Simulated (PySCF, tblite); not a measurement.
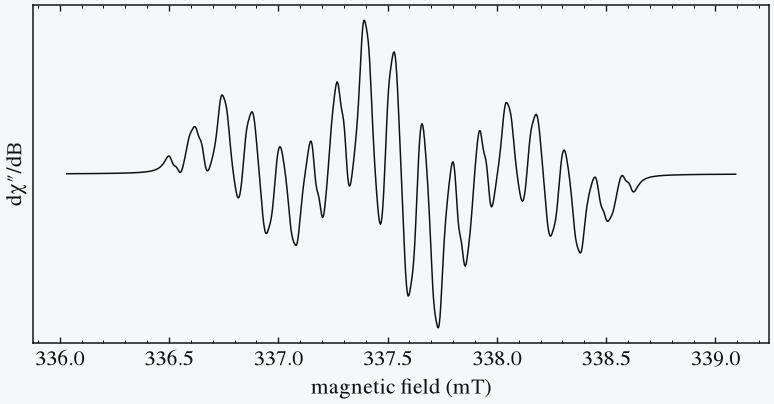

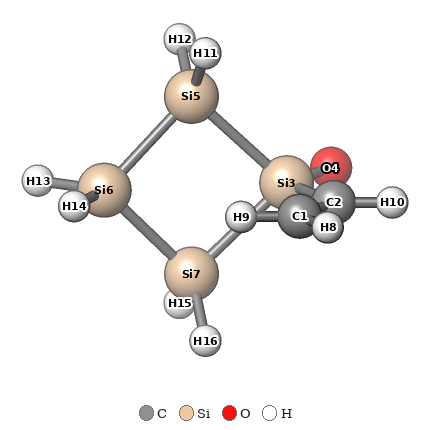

First-order isotropic EPR spectrum (fast tumbling, first derivative) of C₂H₉OSi₄, SMILES C=C[Si]1([O])[SiH2][SiH2][SiH2]1, doublet at 9.50 GHz, Lorentzian lines of 0.06 mT full width at half height, from computed g and hyperfine couplings (B3LYP/pcH-1, PySCF 2.14.0, at a GFN2-xTB geometry (a minimum by its frequencies), gas phase); values of one conformer, averaged over methyl-type rotors alone; other conformers aren't averaged in; no vibrational averaging; dilute isotopes left out. The SMILES is one Lewis form and needn't show where the spin sits.

### Which couplings does the calculation give? The spectrum shows the sizes of those above the line width, not their signs.

```
  nuclei  isotope  a (mT)  a (MHz)
H11, H16       ¹H    0.65     18.4
     H13       ¹H   −0.16     −4.4
H12, H15       ¹H    0.15      4.1
     H14       ¹H   −0.12     −3.2
      H8       ¹H   −0.11     −3.1
      H9       ¹H   −0.09     −2.6
     H10       ¹H   −0.03     −0.9
```

### What is the g value, and how wide is the spectrum?

g_iso = 2.0107, which centres the spectrum at 337.6 mT; it spans 2.1 mT.

Note: the tight-binding geometry is rougher than a DFT one and adds to the error.
